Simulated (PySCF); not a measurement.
C4H14BNSi, SMILES CB(C)N[SiH](C)C, singlet at its GFN2-xTB optimised geometry (Å):

```
21

Si    -1.5680     0.4468     0.0000
C     -2.2565    -0.4104     1.5547
C     -2.0820     2.2772     0.0000
N      0.1800     0.4468     0.0000
B      1.1100    -0.5829    -0.2075
C      0.6011    -2.0499    -0.5304
C      2.6661    -0.2708    -0.1467
H     -2.0549    -0.2208    -1.2183
H     -1.9147     0.0790     2.4630
H     -3.3424    -0.3949     1.5635
H     -1.9440    -1.4482     1.6094
H     -1.7218     2.7982     0.8829
H     -1.6982     2.8003    -0.8707
H     -3.1626     2.3724    -0.0135
H      0.5825     1.3590     0.1657
H      1.3835    -2.8003    -0.4496
H      0.2191    -2.0925    -1.5494
H     -0.2191    -2.3509     0.1159
H      2.8965     0.7817     0.0087
H      3.1626    -0.5827    -1.0636
H      3.1407    -0.8300     0.6588
```

Calculation: B3LYP/def2-SVP (PySCF 2.14.0).

Map of the electrostatic potential (hartree/e), clipped to [-0.08, 0.12] on the plane z = 1.0 Å:

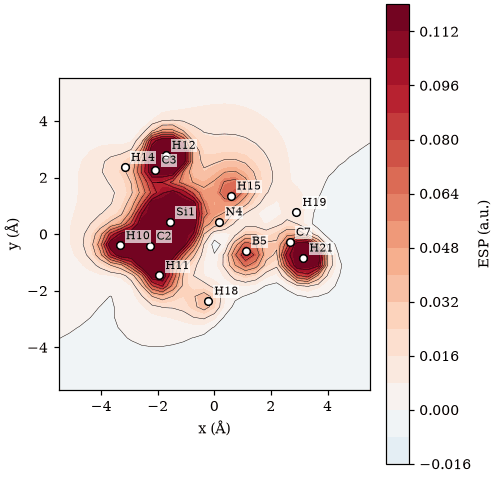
Figure. Electrostatic potential (hartree/e), clipped to [-0.08, 0.12] on the plane z = 1.0 Å.
